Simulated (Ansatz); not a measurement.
**BSiNH+ (singlet): correlated methods under varied settings**

What do other methods and options give for BSiNH+ (singlet) at this geometry, and how long do they take?

Method: the settings change from run to run; program: Ansatz 0.2.0, Gaussian basis.

22 further runs of the same task are left out: 10 that didn't finish, 12 set aside as unsound or not needed.

**1. The geometry**

The geometry is a PBE0/def2-TZVP stationary point (not a proven minimum) of the parent state, kept for this charge and spin.

4 atoms, charge 1, spin multiplicity 1.

Atoms are counted from 1 here; the program's logs count them from 0.

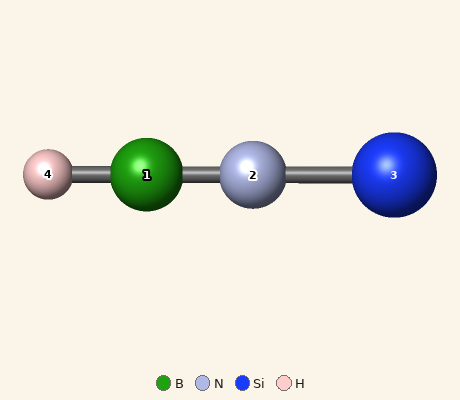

The structure; boron green, nitrogen light blue, silicon blue, hydrogen pink; atoms are numbered from 1 in the order of the file.

**2. CASSCF(4,4)/STO-3G**

Contents of in.yaml:

```yaml
crystal:
  periodic: [false, false, false]
  atoms:
    - {symbol: B, position_ang: [0.000000, 0.000000, 0.760975]}
    - {symbol: N, position_ang: [0.000000, 0.000000, -0.505225]}
    - {symbol: Si, position_ang: [0.000000, 0.000000, -2.188225]}
    - {symbol: H, position_ang: [0.000000, 0.000000, 1.932475]}
basis:
  gaussian: {orbitals: STO-3G}
total_charge: 1
hamiltonian: {pseudopotentials: {relativity: scalar}}
correlation: {active_space: {window: {electrons: 4, orbitals: 4}, states: [{multiplicity: 1, weights: [1, 0.5]}], root: 1}}
scf: {lower_state_search: full}
```

Launch:

```sh
$ ansatz run in.yaml --threads 1 --pin off --events-out ev --progress --plain --max-ram 2393MiB
```

What it wrote:

```text
Functional definition: HF
  name "HF"
  cite "Fock, Z. Phys. 61, 126 (1930) doi:10.1007/BF01340294"
  parent pbe
  exchange = exact_x
  correlation = 0
340 factors; integrals over basis functions are off by at most 3.4e-8 eV
mean field evaluation 1: about -9916.6929 eV, gradient 4.1e1 eV
mean field evaluation 2: about -9916.7121 eV, gradient 4.1e1 eV
mean field evaluation 4: about -9922.2387 eV, gradient 1.7e0 eV
mean field evaluation 8: about -9922.2508 eV, gradient 5.0e-2 eV
mean field -9922.25079867 eV, -364.6359913079 hartree, gradient 9.3e-7 eV, S^2 0.000000; 0 other end points of the search recorded, 0 dependent functions left out
reference -9922.25079867 eV, -364.6359913079 hartree; 13, 13 occupied and 7, 7 virtual orbitals, 340 factors
state -9922.72115739 eV, -364.6532766721 hartree
state -9917.76206640 eV, -364.4710334395 hartree
1 active orbitals were swapped for others, from the solution at -9920.93622702 eV, -364.5876816907 hartree to that at -9921.06812706 eV, -364.5925289279 hartree; typed "places" are swapped only where nearly empty or full, and so, without "given_window_search", are "orbital_numbers", "shells" and a window whose orbitals a file names under [Active]
Total energy: -9917.76206640 eV, -364.4710334395 hartree
Relativity: scalar
```

Run time: 0.51 s. Hardware: 1 thread of Intel Xeon Platinum 8488C, shared host.

From the report: 36 determinants; active occupations (of the averaged states) 1.95, 1.63, 0.35, 0.06.

**3. CCSD(T) on RHF/cc-pVDZ**

Contents of in.yaml:

```yaml
crystal:
  periodic: [false, false, false]
  atoms:
    - {symbol: B, position_ang: [0.000000, 0.000000, 0.760975]}
    - {symbol: N, position_ang: [0.000000, 0.000000, -0.505225]}
    - {symbol: Si, position_ang: [0.000000, 0.000000, -2.188225]}
    - {symbol: H, position_ang: [0.000000, 0.000000, 1.932475]}
basis:
  gaussian: {orbitals: cc-pVDZ}
total_charge: 1
magnetization: {spin_polarized: false}
correlation: {method: ccsd_t, electrons: outside_noble_gas}
scf: {lower_state_search: off}
output: {forces: true}
```

Launched as before.

What it wrote, cut to the lines that bear on the results:

```text
Functional definition: HF
  name "HF"
  cite "Fock, Z. Phys. 61, 126 (1930) doi:10.1007/BF01340294"
  parent pbe
[...]
496 factors; integrals over basis functions are off by at most 1.3e-3 eV
[...]
mean field -10025.05139768 eV, -368.4138436409 hartree, gradient 8.3e-7 eV, S^2 0.000000; 0 other end points of the search recorded, 0 dependent functions left out
7 core orbitals not correlated: weight in the atoms' cores, before any rotation towards them, 1.000 or more for the frozen orbitals, at most 0.000 for the correlated occupied ones
reference -10025.05139768 eV, -368.4138436409 hartree; 6, 6 occupied and 38, 38 virtual orbitals, 496 factors
second order -7.70004993 eV of doubles, -0.00000000 eV of singles
cycle   1  -7.94464081 eV  change   -2.4e-1 eV  update   9.5e-2
[...]
cycle   9  -8.34662001 eV  change   -4.8e-7 eV  update   5.1e-6
perturbative correction -0.34855723 eV, -0.0128092419 hartree
[...]
Total energy: -10033.74657492 eV, -368.7333855105 hartree
Atom 0 at     0.000000     0.000000     0.760975 Å, force    -0.000000    -0.000000     2.401578 eV/Å
Atom 1 at     0.000000     0.000000    -0.505225 Å, force    -0.000000     0.000000    -3.537366 eV/Å
Atom 2 at     0.000000     0.000000    -2.188225 Å, force    -0.000000     0.000000     0.837320 eV/Å
Atom 3 at     0.000000     0.000000     1.932475 Å, force     0.000000    -0.000000     0.298468 eV/Å
Dipole moment:    -0.000000     0.000000    -0.000809 e Å
Checks for a lower state left out: starts, cluster_reference, orbital_swaps, neighbouring_geometries, increment
```

Wall time 1.3 s (1 thread of Intel Xeon Platinum 8488C, shared host).

From the report: correlation -8.6952 eV; T1 0.017; largest double amplitude 0.09.

**4. MRCISD+Q(relaxed)(4,4)/STO-3G**

Contents of in.yaml:

```yaml
crystal:
  periodic: [false, false, false]
  atoms:
    - {symbol: B, position_ang: [0.000000, 0.000000, 0.760975]}
    - {symbol: N, position_ang: [0.000000, 0.000000, -0.505225]}
    - {symbol: Si, position_ang: [0.000000, 0.000000, -2.188225]}
    - {symbol: H, position_ang: [0.000000, 0.000000, 1.932475]}
basis:
  gaussian: {orbitals: STO-3G}
total_charge: 1
correlation: {method: fic_mrcisd_q_relaxed, electrons: outside_noble_gas, active_space: {window: {electrons: 4, orbitals: 4}, states: [{multiplicity: 1, weights: [1, 0.5, 1, 1]}, {multiplicity: 3, weights: [1]}], root: 3}}
accuracy: high
```

The command is unchanged.

What it wrote, cut to the lines that bear on the results:

```text
Functional definition: HF
  name "HF"
  cite "Fock, Z. Phys. 61, 126 (1930) doi:10.1007/BF01340294"
  parent pbe
[...]
344 factors; integrals over basis functions are off by at most 2.9e-8 eV
[...]
mean field -9908.89031111 eV, -364.1450024463 hartree, gradient 1.0e-8 eV, S^2 0.000000; 0 other end points of the search recorded, 0 dependent functions left out
reference -9908.89031111 eV, -364.1450024463 hartree; 13, 13 occupied and 7, 7 virtual orbitals, 344 factors
state -9908.74002187 eV, -364.1394794184 hartree
state -9904.31758583 eV, -363.9769578916 hartree
state -9904.31758583 eV, -363.9769578916 hartree
state -9904.29919152 eV, -363.9762819133 hartree
contracted CI cycle   1: correlation 0.00000000 eV, 0.0000000000 hartree, residual 1.38e1 eV
contracted CI cycle   2: correlation -3.72109671 eV, -0.1367477818 hartree, residual 3.91e0 eV
[...]
contracted CI cycle  11: correlation -3.10885159 eV, -0.1142481888 hartree, residual 4.89e-4 eV
contracted CI cycle  12: correlation -3.10885160 eV, -0.1142481890 hartree, residual 1.64e-4 eV
contracted CI cycle  13: correlation -3.10885160 eV, -0.1142481891 hartree, residual 5.67e-5 eV
contracted CI cycle  14: correlation -3.10885160 eV, -0.1142481891 hartree, residual 2.17e-5 eV
contracted CI cycle  15: correlation -3.10885160 eV, -0.1142481891 hartree, residual 8.96e-6 eV
contracted CI cycle  16: correlation -3.10885160 eV, -0.1142481891 hartree, residual 3.49e-6 eV
contracted CI cycle  17: correlation -3.10885160 eV, -0.1142481891 hartree, residual 9.19e-7 eV
state -9904.63797406 eV, -363.9887319418 hartree; corrected -9908.05791728 eV, -364.1144125372 hartree
an earlier search ended where averaged states of different weights were degenerate, so these states were given the mean of their weights and the orbitals were optimised with it
Total energy: -9907.99040473 eV, -364.1119314968 hartree
```

Run time: 1.2 s. Hardware: 1 thread of Intel Xeon Platinum 8488C, shared host.

From the report: 20 determinants; active occupations (of the averaged states) 1.59, 1.59, 0.41, 0.41.

**5. MP2 on RHF/cc-pVDZ**

Contents of in.yaml:

```yaml
crystal:
  periodic: [false, false, false]
  atoms:
    - {symbol: B, position_ang: [0.000000, 0.000000, 0.760975]}
    - {symbol: N, position_ang: [0.000000, 0.000000, -0.505225]}
    - {symbol: Si, position_ang: [0.000000, 0.000000, -2.188225]}
    - {symbol: H, position_ang: [0.000000, 0.000000, 1.932475]}
basis:
  gaussian: {orbitals: cc-pVDZ}
total_charge: 1
magnetization: {spin_polarized: false}
correlation: {method: mp2, electrons: valence}
output: {forces: true}
```

Same command.

What it wrote, cut to the lines that bear on the results:

```text
Functional definition: HF
  name "HF"
  cite "Fock, Z. Phys. 61, 126 (1930) doi:10.1007/BF01340294"
  parent pbe
[...]
496 factors; integrals over basis functions are off by at most 1.3e-3 eV
[...]
mean field -10025.05139768 eV, -368.4138436409 hartree, gradient 8.3e-7 eV, S^2 0.000000; 0 other end points of the search recorded, 0 dependent functions left out
7 core orbitals not correlated: weight in the atoms' cores, before any rotation towards them, 1.000 or more for the frozen orbitals, at most 0.000 for the correlated occupied ones
reference -10025.05139768 eV, -368.4138436409 hartree; 6, 6 occupied and 38, 38 virtual orbitals, 496 factors
second order -7.70004993 eV of doubles, -0.00000000 eV of singles
[...]
Total energy: -10032.75144761 eV, -368.6968152563 hartree
Atom 0 at     0.000000     0.000000     0.760975 Å, force     0.000000     0.000000     2.523354 eV/Å
Atom 1 at     0.000000     0.000000    -0.505225 Å, force    -0.000000     0.000000    -3.592601 eV/Å
Atom 2 at     0.000000     0.000000    -2.188225 Å, force     0.000000    -0.000000     0.873339 eV/Å
Atom 3 at     0.000000     0.000000     1.932475 Å, force    -0.000000    -0.000000     0.195907 eV/Å
Dipole moment:    -0.000000     0.000000     0.015005 e Å
```

Wall time 0.51 s (1 thread of Intel Xeon Platinum 8488C, shared host).

**6. BCCD/cc-pVDZ**

Changes to in.yaml since step 5:

```diff
@@ -10,4 +10,6 @@
 total_charge: 1
-magnetization: {spin_polarized: false}
-correlation: {method: mp2, electrons: valence}
+magnetization: {spin_polarized: true, initial_magnetization: 0}
+hamiltonian: {xc: {name: B3LYP}}
+correlation: {method: bccd, electrons: valence}
+scf: {lower_state_search: off}
 output: {forces: true}
```

Launched as before.

What it wrote, cut to the lines that bear on the results:

```text
Functional definition: B3LYP
  name "B3LYP"
  cite "Stephens, Devlin, Chabalowski & Frisch, J. Phys. Chem. 98, 11623 (1994) doi:10.1021/j100096a001"
  cite "Becke, Phys. Rev. A 38, 3098 (1988) doi:10.1103/PhysRevA.38.3098"
  cite "Lee, Yang & Parr, Phys. Rev. B 37, 785 (1988) doi:10.1103/PhysRevB.37.785"
  cite "Vosko, Wilk & Nusair, Can. J. Phys. 58, 1200 (1980) doi:10.1139/p80-159"
[...]
496 factors; integrals over basis functions are off by at most 1.3e-3 eV
[...]
mean field -10052.97764088 eV, -369.4401141493 hartree, gradient 2.5e-7 eV, S^2 0.000000; 0 other end points of the search recorded, 0 dependent functions left out
7 core orbitals not correlated: weight in the atoms' cores, before any rotation towards them, 1.000 or more for the frozen orbitals, at most 0.000 for the correlated occupied ones
reference -10024.61090560 eV, -368.3976558556 hartree; 6, 6 occupied and 38, 38 virtual orbitals, 496 factors
second order -8.15365610 eV of doubles, -0.28674595 eV of singles
cycle   1  -8.27216330 eV  change    1.6e-1 eV  update   1.0e-1
[...]
cycle  12  -8.69118181 eV  change   -7.1e-7 eV  update   4.6e-7
[...]
Total energy: -10033.30208741 eV, -368.7170508960 hartree
Atom 0 at     0.000000     0.000000     0.760975 Å, force    -0.000000    -0.000000     2.030157 eV/Å
Atom 1 at     0.000000     0.000000    -0.505225 Å, force    -0.000000    -0.000000    -3.439923 eV/Å
Atom 2 at     0.000000     0.000000    -2.188225 Å, force    -0.000000     0.000000     1.146543 eV/Å
Atom 3 at     0.000000     0.000000     1.932475 Å, force    -0.000000     0.000000     0.263224 eV/Å
Dipole moment:     0.000000    -0.000000    -0.016846 e Å
Checks for a lower state left out: starts, cluster_reference, orbital_swaps, neighbouring_geometries, increment
```

Wall time 5.5 s (1 thread of Intel Xeon Platinum 8488C, shared host).

From the report: ⟨S²⟩ of the determinant 0.000 (pure singlet: 0.00); correlation -8.6912 eV; largest double amplitude 0.09.

**7. CISD/cc-pVDZ**

Changes to in.yaml since step 6:

```diff
@@ -10,6 +10,3 @@
 total_charge: 1
-magnetization: {spin_polarized: true, initial_magnetization: 0}
-hamiltonian: {xc: {name: B3LYP}}
-correlation: {method: bccd, electrons: valence}
-scf: {lower_state_search: off}
-output: {forces: true}
+correlation: {active_space: {ras: {orbitals: [13, 0, 38], electrons: 26, max_holes: 2, max_particles: 2}, fixed_orbitals: true}}
+accuracy: high
```

Launched as before.

What it wrote:

```text
Functional definition: HF
  name "HF"
  cite "Fock, Z. Phys. 61, 126 (1930) doi:10.1007/BF01340294"
  parent pbe
  exchange = exact_x
  correlation = 0
1011 factors; integrals over basis functions are off by at most 3.6e-9 eV
mean field evaluation 1: about -10015.9353 eV, gradient 6.4e1 eV
mean field evaluation 2: about -10015.9403 eV, gradient 6.4e1 eV
mean field evaluation 4: about -10024.9912 eV, gradient 3.7e0 eV
mean field evaluation 8: about -10025.0515 eV, gradient 2.0e-4 eV
mean field -10025.05145591 eV, -368.4138457808 hartree, gradient 2.2e-8 eV, S^2 0.000000; 0 other end points of the search recorded, 0 dependent functions left out
reference -10025.05145591 eV, -368.4138457808 hartree; 13, 13 occupied and 38, 38 virtual orbitals, 1011 factors
state -10032.86048034 eV, -368.7008221353 hartree
Total energy: -10032.86048034 eV, -368.7008221353 hartree
```

It took 8 s on 1 thread of Intel Xeon Platinum 8488C, shared host.

From the report: 99,403 determinants.

**8. All runs side by side**

Where basis and cores are those of an earlier RCCSDT(Q)/cc-pVDZ run (-10033.7990 eV), and the state is the same kind, the miss against it is given.

```tsv
level	correlated	functions	energy (eV)	from RCCSDT(Q) (meV)	time
CASSCF(4,4)/STO-3G (excited root 1 of an average, relativity set)		20	-9917.7621		0.51 s
CCSD(T) on RHF/cc-pVDZ	outside noble gas	51	-10033.7466	52.4	1.3 s
MRCISD+Q(relaxed)(4,4)/STO-3G (excited root 3 of an average)	outside noble gas	20	-9907.9904		1.2 s
MP2 on RHF/cc-pVDZ	valence	51	-10032.7514	1047.6	0.51 s
BCCD/cc-pVDZ (on B3LYP orbitals)	valence	51	-10033.3021	496.9	5.5 s
CISD/cc-pVDZ	all	51	-10032.8605		8 s
```

**9. Outcome**

| quantity | value |
| --- | --- |
| runs | 6 |
| quickest | CASSCF(4,4)/STO-3G (excited root 1 of an average, relativity set), 0.51 s |
| slowest | CISD/cc-pVDZ, 8 s |

Total energies in different bases, with other cores or another treatment of relativity can't be set against each other. CISD/cc-pVDZ took 16 times as long as CASSCF(4,4)/STO-3G (excited root 1 of an average, relativity set); the jobs differ in more than the method. Among the correlated runs with a miss given, it spans +52 to +1048 meV. Cores frozen from Kohn-Sham orbitals shift the total energy.
